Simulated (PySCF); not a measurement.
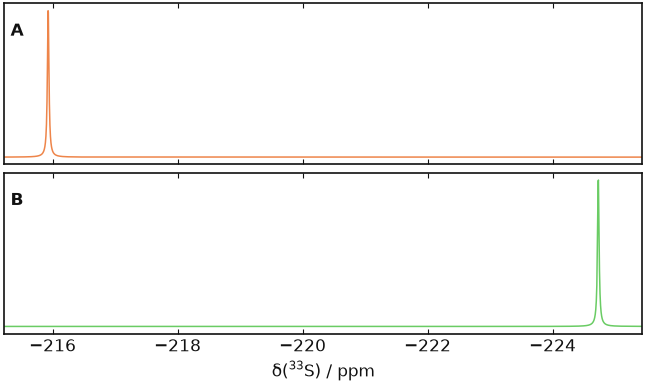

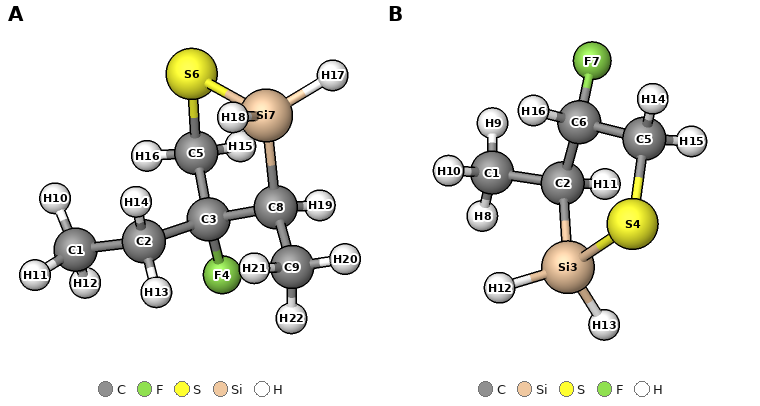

Related molecules: A is C₆H₁₃FSSi, SMILES CC[C@@]1(F)CS[SiH2][C@H]1C; B is C₄H₉FSSi, SMILES C[C@@H]1[SiH2]SC[C@H]1F. GIAO ³³S shifts against CS₂, PBE0/pcSseg-1 in PySCF 2.14.0, at a GFN2-xTB geometry (no frequency check); fully decoupled, line heights follow the number of nuclei within a panel, widths are arbitrary (no quadrupolar broadening); values of one conformer, averaged over methyl-type rotors and exact or near symmetry; other conformers aren't averaged in.

How does the ³³S shift respond?

From A (−215.9 ppm) to B (−224.7 ppm) the nucleus is shielded by 8.8 ppm.

Limits of at least one run: the tight-binding geometry is rougher than a DFT one and adds to the error.
